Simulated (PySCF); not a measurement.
**SiP (charge +1, triplet): density, localisation and related maps**

```xyz
2

Si    0.0000    0.0000   -1.1759
P     0.0000    0.0000    1.0621
```

Level of theory: PBE0/x2c-SVPall, spin-free X2C-1e, Gaussian nucleus, at a bond length of 2.238 Å (PySCF 2.14.0).

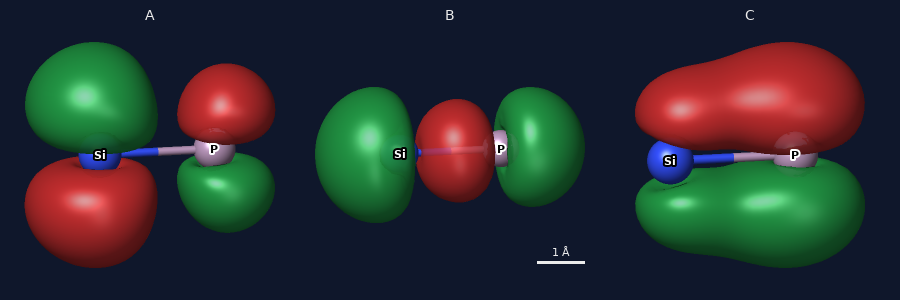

Figure 1. Three frontier α-spin orbitals, each drawn at the value that holds 80 % of its norm (green and red are the two phases), in no order; of a degenerate pair one member is drawn.

Name the orbitals and rank them from lowest to highest energy.

Answer. Orbital C: π, occupied in this spin, −14.39 eV; mainly on P (75 %).
Orbital B: σ, occupied in this spin, −13.83 eV; shared between the atoms (Si 50 %, P 50 %).
Orbital A: π, empty in this spin, −9.31 eV; mainly on Si (75 %).

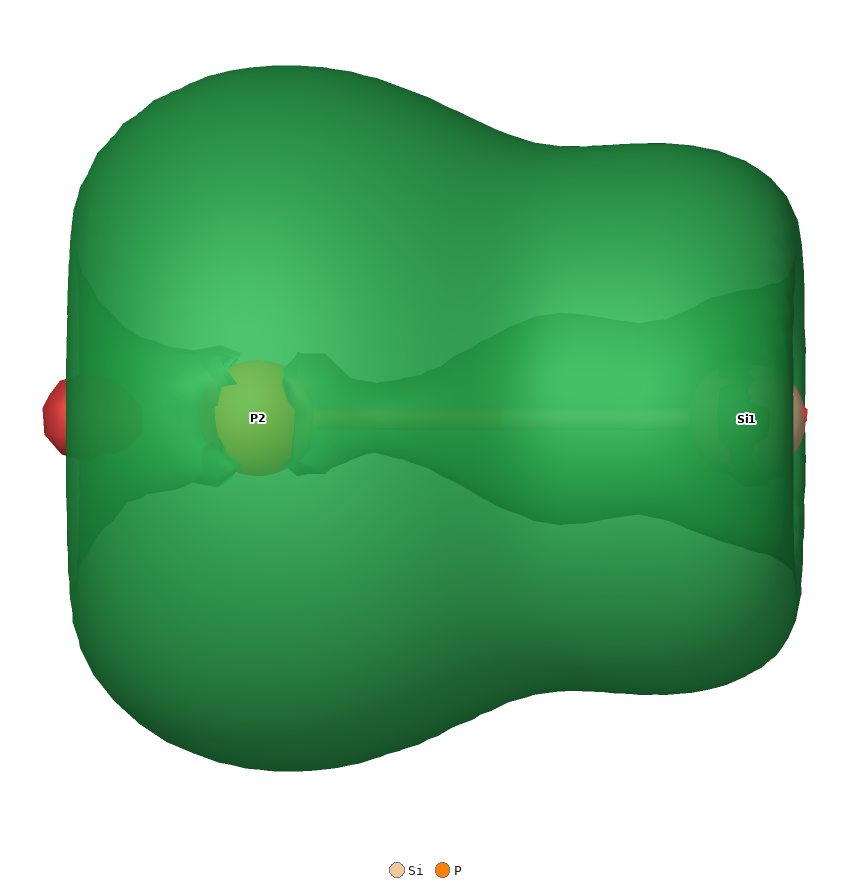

Figure 2. Isosurfaces of the spin density (α minus β) at +0.03 (green) and −0.03 e/Å³ (red), seen from one side.

Where is the unpaired spin?

Answer. The unpaired spin (2 electrons) lies mostly on P2 (about 1.5) and Si1 (about 0.5), in electrons by Hirshfeld's partition.

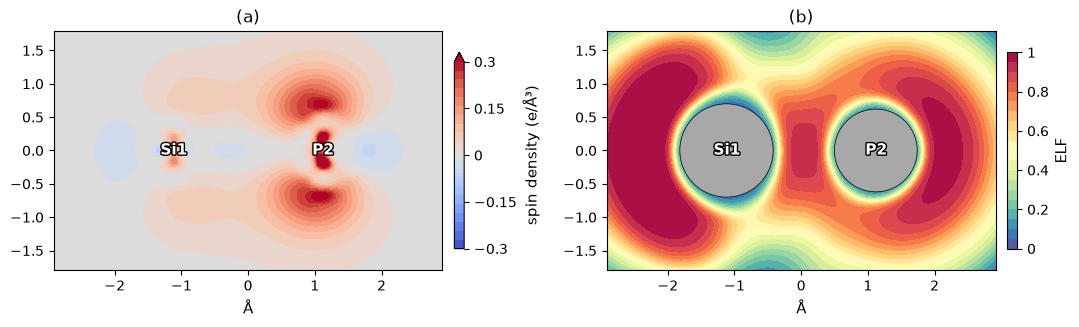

Figure 3. (a) spin density; (b) ELF on a plane that holds the molecular axis. Grey discs cover the atomic cores in the ELF map.

What does the map show?

Answer.
- The plane passes through Si and P nuclei.
- Si–P (2.24 Å): the ELF peaks at about 0.95 between the atoms; a shared electron pair.
- The ELF also peaks beside Si1 and P2, away from the bonds: non-bonding electrons, paired or unpaired.
